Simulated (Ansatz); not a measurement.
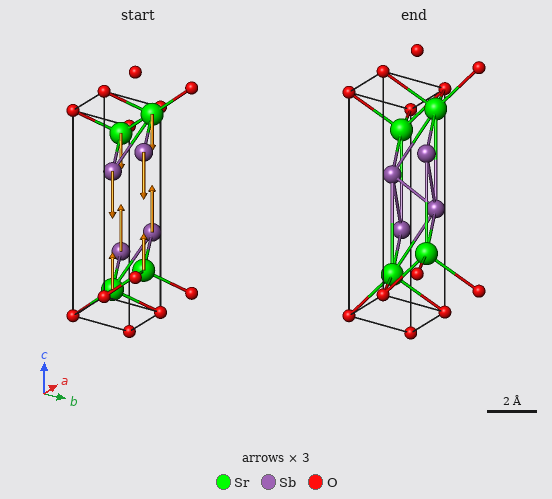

The structure of a crystal of Sr$_{2}$Sb$_{2}$O (a generated structure, set up in P-3m1) (coarse preliminary run) before (left) and after (right) a relaxation, at one scale. The orange arrows give the displacements (the part carried along by the change of the cell is left out), 3 times their true length.

Style: ball-and-stick. Shown: the cell of the calculation, repeated 2 × 1 × 1 with one cell outlined, from a free direction.

The calculation used Ansatz 0.2.0, DFT PBE+D3(BJ), scalar-relativistic, plane waves, PAW.

Input file:
```yaml
crystal:
  lattice:
    - [3.6301107, 0.0, 0.0]
    - [-1.81505535, 3.14376809, 0.0]
    - [0.0, 0.0, 8.63055866]
  atoms:
    - { symbol: Sr, position: [0.33333333, 0.66666667, 0.90832595] }
    - { symbol: Sr, position: [0.66666667, 0.33333333, 0.09167405] }
    - { symbol: Sb, position: [0.66666667, 0.33333333, 0.6663385] }
    - { symbol: Sb, position: [0.33333333, 0.66666667, 0.3336615] }
    - { symbol: O, position: [0.0, 0.0, 0.0] }
basis:
  ecutwfc: 420
kpoints:
  mp_grid: { grid: [6, 6, 2] }
hamiltonian:
  xc: pbe
  dispersion: d3bj
scf:
  occupations: { method: gaussian, width: 0.1 }
  lower_state_search: "off"
output:
  forces: true
  stress: true
  eigenvalues: true
relax:
  adjacent_minimum: "off"
  f_tol: 0.04
  max_steps: 70
  cell: { stress_tol: 0.4 }
```

Run as
```bash
ansatz run input.yaml --threads 1 --pin off --max-ram 2048MiB --backend cpu --events-out ev --progress --plain --runs-dir out
```

> Summarise the run.

Over 8 accepted moves (10 points after the start) the energy falls by 1171 meV per atom. The largest force component goes from 3.3 to 0.03 eV/Å. The pressure goes from 33.57 to 0.08 GPa. The SCF was repeated twice at an unchanged geometry on a basis and grid sized afresh for the cell, which shifted the energy by 15.7 meV per atom at most. The largest moves relative to the cell, 0.67 Å, are those of Sb3 and Sb4. Sb3 goes along −c. Largest moves by element: Sb 0.67 Å, Sr 0.53 Å. O stays in place. The drawn cell changes as follows: a = b 3.630 → 3.977 Å (+9.5 %), c 8.631 → 9.392 Å (+8.8 %); the volume changes by +30.6 %. Some distances before and after: Sr1–Sb4 3.671 → 5.191 Å, Sr1–Sr2 2.626 → 3.603 Å, Sr1–Sb4 (another image) 4.960 → 4.201 Å, Sb3–Sb4 3.555 → 2.910 Å. Bonds break: Sr1–Sb4 (3.67 → 5.19 Å), Sr2–Sb3 (3.67 → 5.19 Å). Bond angles that change, for instance: Sr1–O5–Sr2 71.8° → 84.4°, Sr1–O5–Sr1 108.2° → 95.6°, O5–Sr1–O5 108.2° → 95.6°. The space group stays P-3m1 (No. 164). The run took 41 s on 1 thread of Arm Neoverse V1, on a shared host, peak memory 0.39 GiB.
